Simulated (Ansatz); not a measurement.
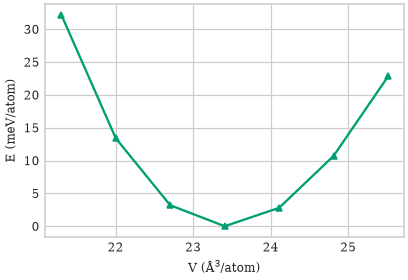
*AlCuGeSe4 in space group I-4 (No. 82; Al on 2c, Cu on 2a, Ge on 2b, Se on 8g) under volume change, r²SCAN (plane waves, PAW; program Ansatz), shape and atoms relaxed at each volume.*

### Question
What does a third-order Birch–Murnaghan fit give for V₀, B₀ and B′?

### Answer
V₀ = 23.41 Å³/atom, B₀ = 45.5 GPa, B′ = 4.8.

The first step of the workflow began from a Materials Project structure, measured or hypothetical; the Crystallography Open Database copy checked does not list it. Whether it is the stable phase at ambient conditions was not checked. Symmetry was held in the r²SCAN relaxation; whether a distortion lowers the energy is not shown. The run is not spin-polarised.

Potentials: the later of the program's two PAW sets.
